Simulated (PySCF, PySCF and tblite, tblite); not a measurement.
# C₆H₁₂O: a path driven as rotation about a bond, and NMR exchange, part 2 of 2

PySCF and tblite. Atoms count from 0.

## Step 7: Shieldings, saddle of leg 1: BP86/pcSseg-1 in benzene

What the job is given:

```
{"job": {"kind": "nmr", "xc": "BP86", "basis": "pcSseg-1", "solvent": "benzene", "pop": false}, "charge": 0, "multiplicity": 1}
O      2.365618    -1.133593    -0.205928
C      1.136447    -0.468438    -0.449927
C      1.003989     0.819997     0.359031
C     -0.335464     1.496743     0.080116
C     -1.490401     0.553529     0.403098
C     -1.362102    -0.737590    -0.400036
C     -0.023583    -1.411181    -0.118831
H      2.915090    -0.584456     0.360940
H      1.099734    -0.223513    -1.523800
H      1.074587     0.577620     1.423742
H      1.823558     1.499684     0.107245
H     -0.417524     2.407854     0.676369
H     -0.382795     1.780018    -0.973845
H     -1.479447     0.319247     1.470029
H     -2.440773     1.040990     0.177043
H     -1.435805    -0.509830    -1.465909
H     -2.176820    -1.417955    -0.145605
H      0.082796    -2.321666    -0.709446
H      0.042895    -1.687459     0.935714
```

The log of the run:

```text
coarse grid: 15048 points
cycle   1  E = -310.8162288996  dE =  6.039e-01  |g| = 8.570e-01  |ddm| = 3.799e+00
cycle   2  E = -310.5380292997  dE =  2.782e-01  |g| = 1.444e+00  |ddm| = 2.325e+00
cycle   3  E = -310.9742190149  dE = -4.362e-01  |g| = 1.175e-01  |ddm| = 1.676e+00
cycle   4  E = -310.9761641120  dE = -1.945e-03  |g| = 6.309e-02  |ddm| = 1.460e-01
cycle   5  E = -310.9770106871  dE = -8.466e-04  |g| = 1.374e-02  |ddm| = 6.648e-02
cycle   6  E = -310.9770496957  dE = -3.901e-05  |g| = 2.458e-03  |ddm| = 1.632e-02
cycle   7  E = -310.9770507410  dE = -1.045e-06  |g| = 1.058e-03  |ddm| = 2.490e-03
final grid: 142920 points
cycle   8  E = -311.0536170180  dE = -1.063e-04  |g| = 8.310e-03  |ddm| = 5.607e-02
cycle   9  E = -311.0535830040  dE =  3.401e-05  |g| = 1.514e-02  |ddm| = 1.936e-02
cycle  10  E = -311.0536316199  dE = -4.862e-05  |g| = 1.304e-03  |ddm| = 1.357e-02
cycle  11  E = -311.0536318828  dE = -2.630e-07  |g| = 4.551e-04  |ddm| = 1.575e-03
cycle  12  E = -311.0536319252  dE = -4.233e-08  |g| = 8.952e-05  |ddm| = 4.210e-04
cycle  13  E = -311.0536319268  dE = -1.639e-09  |g| = 1.009e-05  |ddm| = 9.012e-05
cycle  14  E = -311.0536319268  dE = -1.455e-11  |g| = 6.390e-06  |ddm| = 1.341e-05
converged SCF energy = -311.0536319268

GIAO shielding tensors (ppm)
atom      isotropic    diamagn.    paramagn.     s11        s22        s33       span
  0 O      263.490     387.495    -124.005    193.517    290.482    306.471    112.953
  1 C      103.768     245.670    -141.902     78.753     90.178    142.373     63.620
  2 C      140.399     250.325    -109.927    126.093    139.472    155.632     29.539
  3 C      151.417     247.790     -96.373    146.107    147.972    160.172     14.065
  4 C      151.194     247.989     -96.796    145.869    151.228    156.484     10.614
  5 C      152.621     248.385     -95.764    147.226    148.222    162.415     15.189
  6 C      140.237     248.301    -108.064    126.035    141.642    153.034     27.000
  7 H       31.075      31.942      -0.867     23.205     28.595     41.425     18.220
  8 H       27.767      31.346      -3.580     23.506     29.353     30.441      6.935
  9 H       30.556      32.475      -1.919     27.819     29.369     34.481      6.661
 10 H       29.680      31.032      -1.352     25.569     28.568     34.904      9.336
 11 H       29.781      29.579       0.202     24.778     27.975     36.589     11.811
 12 H       30.284      31.132      -0.848     26.603     28.524     35.725      9.122
 13 H       30.604      31.148      -0.544     27.201     28.506     36.104      8.903
 14 H       29.979      29.435       0.544     25.490     27.910     36.537     11.047
 15 H       30.360      31.083      -0.723     26.736     28.499     35.846      9.109
 16 H       29.830      29.428       0.402     24.799     27.966     36.726     11.927
 17 H       29.493      30.049      -0.556     25.410     28.475     34.593      9.183
 18 H       30.585      31.616      -1.031     27.845     29.223     34.687      6.842
```

It took 50 s on 1 thread of Arm Neoverse N1, shared host; peak memory 0.86 GiB.

Key values: HOMO -6.00 eV, LUMO 0.85 eV; dipole 1.95 D.

The fields below are evaluated on a grid from the run's orbitals.

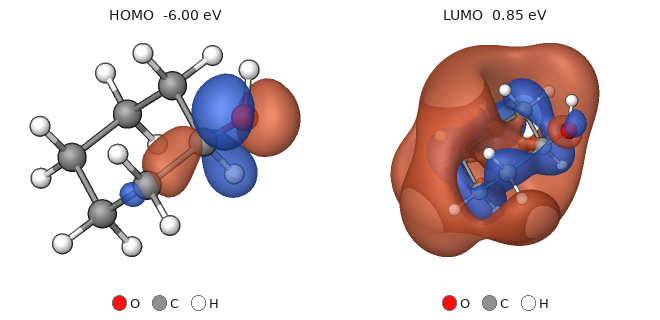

BP86/pcSseg-1 orbitals near the gap, drawn at the value that encloses 70 % of each; the two colours are the two signs.

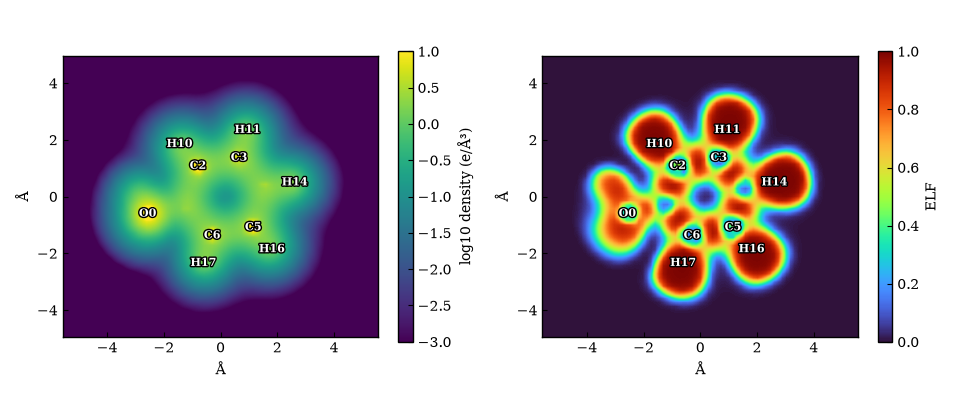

Density (left) and ELF (right) in a plane through or near 10 of the atoms.

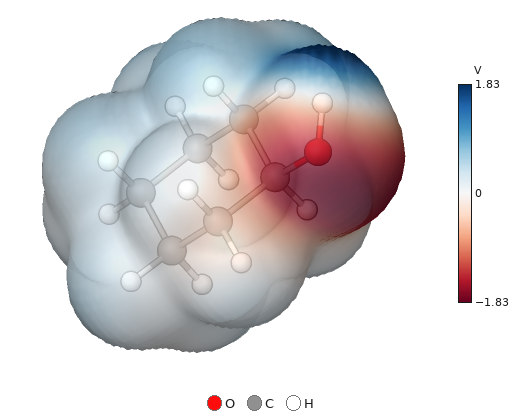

Electrostatic potential on the surface of density 0.002 e/bohr³; red is low, blue high. It runs from -1.76 V near O0 to 1.83 V near H7.

## Step 8: Shieldings, end: BP86/pcSseg-1 in benzene

What the job is given:

```
{"job": {"kind": "nmr", "xc": "BP86", "basis": "pcSseg-1", "solvent": "benzene", "pop": false}, "charge": 0, "multiplicity": 1}
O      2.325888    -1.162222    -0.041628
C      1.135683    -0.475859    -0.378189
C      0.982022     0.822651     0.418363
C     -0.345798     1.499436     0.092563
C     -1.511838     0.560009     0.385126
C     -1.362930    -0.734697    -0.408572
C     -0.035417    -1.411466    -0.086134
H      3.070431    -0.558986    -0.139144
H      1.143146    -0.234541    -1.455781
H      1.025474     0.583611     1.483464
H      1.812692     1.497142     0.188991
H     -0.445561     2.414820     0.679434
H     -0.360341     1.776091    -0.964561
H     -1.531574     0.329876     1.452612
H     -2.454404     1.048102     0.128924
H     -1.406255    -0.511313    -1.477345
H     -2.185582    -1.412838    -0.174561
H      0.085822    -2.323493    -0.671845
H      0.002662    -1.685192     0.969592
```

The log of the run:

```text
coarse grid: 15048 points
cycle   1  E = -310.8177921080  dE =  6.050e-01  |g| = 8.578e-01  |ddm| = 3.799e+00
cycle   2  E = -310.5303854229  dE =  2.874e-01  |g| = 1.457e+00  |ddm| = 2.356e+00
cycle   3  E = -310.9765623734  dE = -4.462e-01  |g| = 1.164e-01  |ddm| = 1.696e+00
cycle   4  E = -310.9784737064  dE = -1.911e-03  |g| = 6.296e-02  |ddm| = 1.492e-01
cycle   5  E = -310.9793113910  dE = -8.377e-04  |g| = 1.384e-02  |ddm| = 6.705e-02
cycle   6  E = -310.9793522946  dE = -4.090e-05  |g| = 2.520e-03  |ddm| = 1.654e-02
cycle   7  E = -310.9793534205  dE = -1.126e-06  |g| = 1.101e-03  |ddm| = 2.598e-03
final grid: 142920 points
cycle   8  E = -311.0556193722  dE = -1.055e-04  |g| = 8.363e-03  |ddm| = 5.414e-02
cycle   9  E = -311.0555852255  dE =  3.415e-05  |g| = 1.518e-02  |ddm| = 1.974e-02
cycle  10  E = -311.0556336801  dE = -4.845e-05  |g| = 1.288e-03  |ddm| = 1.389e-02
cycle  11  E = -311.0556340015  dE = -3.215e-07  |g| = 4.519e-04  |ddm| = 1.553e-03
cycle  12  E = -311.0556340163  dE = -1.480e-08  |g| = 8.893e-05  |ddm| = 4.131e-04
cycle  13  E = -311.0556340179  dE = -1.610e-09  |g| = 1.029e-05  |ddm| = 8.891e-05
cycle  14  E = -311.0556340179  dE = -1.182e-11  |g| = 6.754e-06  |ddm| = 1.397e-05
converged SCF energy = -311.0556340179

GIAO shielding tensors (ppm)
atom      isotropic    diamagn.    paramagn.     s11        s22        s33       span
  0 O      257.588     386.564    -128.976    209.675    263.350    299.739     90.064
  1 C      102.865     245.462    -142.596     81.861     86.881    139.854     57.993
  2 C      138.812     249.393    -110.581    127.473    135.289    153.676     26.203
  3 C      152.253     248.305     -96.051    146.840    147.801    162.119     15.278
  4 C      151.293     247.793     -96.500    146.278    151.403    156.198      9.921
  5 C      152.241     248.007     -95.766    147.705    148.013    161.006     13.301
  6 C      143.044     247.308    -104.264    132.432    143.221    153.478     21.046
  7 H       30.870      31.104      -0.234     22.486     27.769     42.355     19.869
  8 H       27.748      31.774      -4.025     23.645     29.276     30.324      6.679
  9 H       30.437      31.804      -1.366     27.743     29.205     34.364      6.622
 10 H       29.837      31.212      -1.375     25.794     28.832     34.885      9.090
 11 H       29.823      29.595       0.228     24.793     28.010     36.666     11.873
 12 H       30.354      31.311      -0.957     26.718     28.594     35.750      9.033
 13 H       30.589      30.932      -0.343     27.160     28.495     36.112      8.952
 14 H       29.980      29.344       0.635     25.457     27.945     36.537     11.081
 15 H       30.358      30.999      -0.641     26.729     28.487     35.859      9.130
 16 H       29.785      29.282       0.504     24.787     27.918     36.651     11.864
 17 H       29.551      29.781      -0.230     25.244     28.362     35.045      9.801
 18 H       30.493      31.179      -0.686     27.615     29.142     34.722      7.107
```

It took 38 s on 1 thread of Arm Neoverse N1, shared host; peak memory 0.86 GiB.

This run: HOMO -6.04 eV, LUMO 0.79 eV; dipole 1.73 D.

## Step 9: Kinetics and line shapes

What the job is given:

```
{"job": {"smiles": "OC1CCCCC1", "charge": 0, "mult": 1, "motion": "rotation", "what": "single bond", "atoms": [1, 0], "drives": [{"terms": [["t", [2, 1, 0, 7], 0.3333333333333333], ["t", [6, 1, 0, 7], 0.3333333333333333], ["t", [8, 1, 0, 7], 0.3333333333333333]], "by": -120, "n": 8}], "study": "path", "level": {"kind": "nmr", "xc": "BP86", "basis": "pcSseg-1", "solvent": "benzene"}, "fields": [250, 300, 700], "first": 3, "seed": 271, "kind": "path"}, "charge": 0, "multiplicity": 1}
O      2.438609    -0.971836    -0.316570
C      1.161373    -0.396524    -0.491214
C      1.003435     0.896193     0.314963
C     -0.363473     1.524576     0.062369
C     -1.478199     0.545311     0.418593
C     -1.325975    -0.746938    -0.378510
C      0.041074    -1.374974    -0.125821
H      2.545489    -1.198436     0.614605
H      1.109321    -0.166758    -1.561180
H      1.110017     0.666572     1.379725
H      1.799494     1.590881     0.040154
H     -0.464335     2.436648     0.654076
H     -0.445118     1.798028    -0.991855
H     -1.435472     0.319962     1.486904
H     -2.450052     0.997661     0.211487
H     -1.431532    -0.529748    -1.443658
H     -2.112071    -1.451927    -0.100694
H      0.155287    -2.288391    -0.712723
H      0.132323    -1.641050     0.931888
```

The log of the run:

```text
stationary points (kcal/mol above the start)
  n  kind          group   xTB      DFT    lowest mode
  0  minimum      Cs       0.00     0.00     151.6
  1  saddle       C1       1.93     1.37    -305.9
  2  minimum      C1       1.18     0.16     148.4

GFN2-xTB energies: T/K, barrier G, reaction G (kcal/mol), k forward, k back (1/s)
 150.00     1.45     1.03   4.82e+10   7.65e+11
 200.00     1.48     1.02   2.03e+11   1.32e+12
 250.00     1.52     1.01   4.89e+11   1.86e+12
 298.15     1.57     1.00   8.71e+11   2.34e+12
 350.00     1.65     0.98   1.37e+12    2.8e+12
 400.00     1.73     0.97   1.89e+12   3.19e+12
 500.00     1.93     0.94   2.99e+12   3.85e+12

BP86/pcSseg-1 + D3(BJ), IEF-PCM benzene energies: T/K, barrier G, reaction G (kcal/mol), k forward, k back (1/s)
 150.00     0.89     0.01   3.13e+11    1.6e+11
 200.00     0.92    -0.00   8.24e+11   4.09e+11
 250.00     0.96    -0.02    1.5e+12   7.29e+11
 298.15     1.02    -0.03   2.23e+12   1.07e+12
 350.00     1.09    -0.04   3.05e+12   1.43e+12
 400.00     1.17    -0.06   3.81e+12   1.78e+12
 500.00     1.37    -0.09   5.25e+12   2.41e+12
```

Wall time 2.4 min (1 thread of Arm Neoverse N1, shared host); peak memory 0.86 GiB. This counts the whole study up to here.

Barriers by level (kcal/mol; entropies in cal/(mol K)). Zero-point and thermal terms come from xTB in every row. ΔG‡ leaves symmetry out; the rate counts equivalent paths (a factor of 2); effective ΔG‡, where given, is the barrier that would give that rate by Eyring's equation alone:

| level | ΔE‡ | with zero-point | ΔH‡ | ΔS‡ | ΔG‡ (298 K) | ΔE of reaction | k at 298 K (1/s) | effective ΔG‡ |
| --- | --- | --- | --- | --- | --- | --- | --- | --- |
| GFN2-xTB | 1.93 | 1.43 | 1.19 | -1.3 | 1.57 | 1.18 | 8.7e+11 | 1.16 |
| BP86/pcSseg-1 + D3(BJ), IEF-PCM benzene | 1.37 | 0.88 | 0.63 | -1.3 | 1.02 | 0.16 | 2.2e+12 | 0.61 |

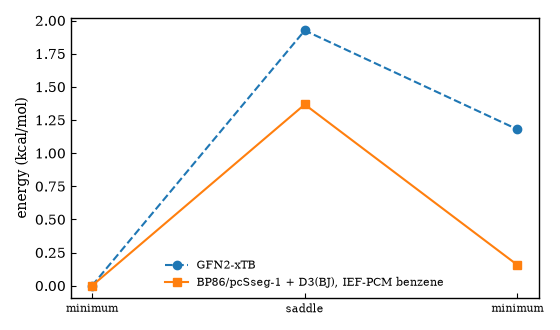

The xTB stationary points, at both levels.

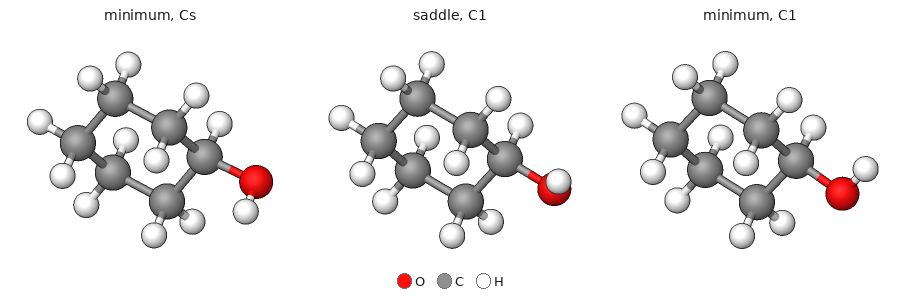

The stationary points in order.

Sites that the driver pairs across this motion, and where their lines would merge (no couplings; faster rotations, inversion at nitrogen or exchange between molecules can average them sooner):

| nucleus | sites: shielding (ppm) | proton frequency (MHz) | spread (Hz) | coalescence (K) | lines at 298 K |
| --- | --- | --- | --- | --- | --- |
| 13C | C2, C6: 138.4; C2 (end): 138.8; C6 (end): 143.0 | 700 | 821 | below 40 | 1 |
| 17O | O0: 252.3; O0 (end): 257.6 | 700 | 500 | below 40 | – |
| 1H | H7: 31.56; H7 (end): 30.87 | 700 | 484 | below 40 | – |
| 1H | H8: 28.20; H8 (end): 27.75 | 700 | 314 | below 40 | – |
| 1H | H10, H17: 29.48; H10 (end): 29.84; H17 (end): 29.55 | 700 | 252 | below 40 | 1 |
| 1H | H9, H18: 30.78; H9 (end): 30.44; H18 (end): 30.49 | 700 | 240 | below 40 | 1 |
| 13C | C3, C5: 151.2; C3 (end): 152.3; C5 (end): 152.2 | 700 | 177 | below 40 | 1 |
| 13C | C4: 150.8; C4 (end): 151.3 | 700 | 87 | below 40 | – |

Rows that set an atom against itself at the end compare its shielding in the two forms.

Lines of quadrupolar nuclei are broad, so their coalescence could hardly be seen.

## Step 10: Results

The summary covers parts 1 to 2.

```
                                         quantity                             value
barrier (BP86/pcSseg-1 + D3(BJ), IEF-PCM benzene)  ΔE‡ 1.4, ΔG‡(298 K) 1.0 kcal/mol
                               barrier (GFN2-xTB)                  ΔE‡ 1.9 kcal/mol
                                    rate at 298 K                       2.2e+12 s⁻¹
                                  end of the path       0.2 kcal/mol from the start
```

**Reading.** DFT puts the top 1.4 kcal/mol above the start (xTB: 1.9); the rate from the DFT barrier is 2.2e+12 s⁻¹ at 298 K. An error of 1.4 kcal/mol changes that rate tenfold.
